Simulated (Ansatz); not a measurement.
# BH₅Si···CH₄: what the fields show

Input

```
crystal:
  periodic: [false, false, false]
  atoms:
    - {symbol: B, position_ang: [0.873628, -0.339457, -0.602194]}
    - {symbol: C, position_ang: [-0.849734, -1.134982, 1.289117]}
    - {symbol: H, position_ang: [1.755651, -0.553843, 0.175598]}
    - {symbol: H, position_ang: [0.483289, -1.249529, -1.271733]}
    - {symbol: H, position_ang: [-0.550907, -0.296187, 0.631676]}
    - {symbol: Si, position_ang: [0.362083, 1.553126, -1.062643]}
    - {symbol: H, position_ang: [-1.878839, -1.383786, 1.035313]}
    - {symbol: H, position_ang: [-0.207606, -2.000131, 1.149016]}
    - {symbol: H, position_ang: [-0.776803, -0.773072, 2.313421]}
    - {symbol: H, position_ang: [1.320118, 1.996838, -2.120104]}
    - {symbol: H, position_ang: [0.483124, 2.499754, 0.081107]}
    - {symbol: H, position_ang: [-1.013904, 1.681269, -1.618676]}
basis:
  gaussian: {orbitals: def2-TZVPP}
hamiltonian: {xc: pbe0, dispersion: d4}
output: {orbitals: {seedname: orbitals}}
```

Launched as:

```sh
ansatz run in.yaml --threads 4 --pin off --events-out ev --progress --plain --max-ram 9574MiB
```

The product side of a reaction path; geometry: PBE0-D4/def2-TZVP.

Theory: RKS PBE0-D4/def2-TZVPP in Ansatz 0.2.0.

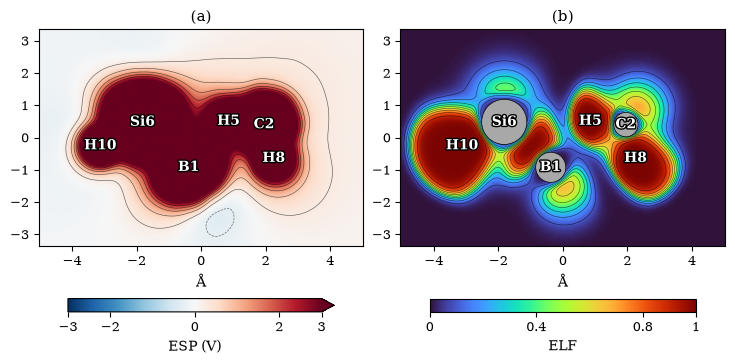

Figure 1. (a) electrostatic potential; (b) electron localisation function on the plane of atoms H5, C2 and H8. Grey discs cover the atomic cores in the ELF map.

**Describe what can be read from this map.**

The section cuts through B, C, H and Si sites.
B1···H5 (1.89 Å): the ELF climbs to about 1 towards the hydrogen, as it does in any bond to H.
Si–B (2.01 Å): the ELF peaks at about 1 between the atoms (a covalent bond).
C–H (1.09 Å): the ELF climbs to about 1 towards the hydrogen: an ordinary covalent bond to hydrogen.
Si–H (1.49 Å): the ELF climbs to about 1 towards the hydrogen.
Outside the dense part of the complex the potential is most negative (−0.4 V) near H3, which lies off the plane.

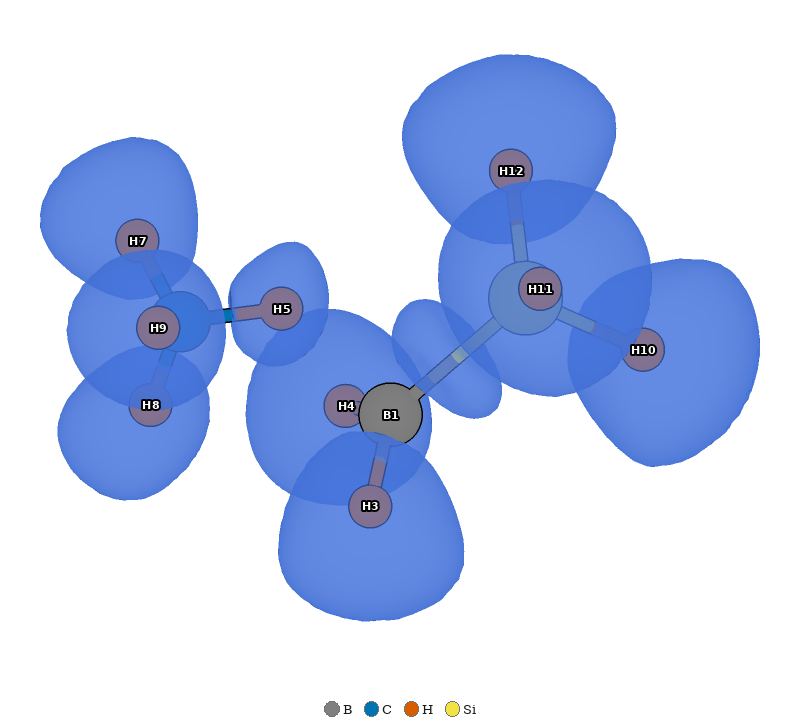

Figure 2. Isosurface of the electron localisation function at 0.85 (blue), seen at a tilt. Core shells and regions of very low density are left out.

**Describe the localisation domains.**

The ELF exceeds this value in one region between bonded B–Si atoms (shared pairs) and nine regions around hydrogen nuclei.

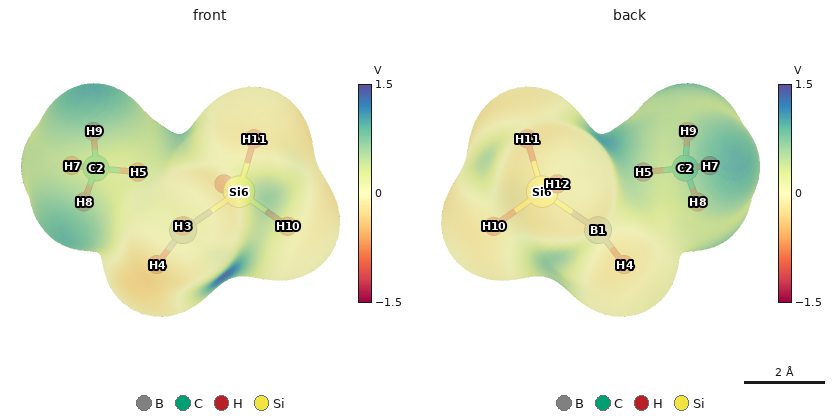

Figure 3. The electrostatic potential painted on the density surface at 0.002 e/bohr³, seen from the front and from behind; red is negative and blue positive.

**Which sites attract a positive test charge, and which a negative one?**

A positive charge is drawn to the negative regions and a negative charge to the positive ones. The most negative region (about −0.3 V, or −7 kcal/mol for a unit charge) lies over H4, the most positive (about +1.1 V, or +25 kcal/mol for a unit charge) over B1.
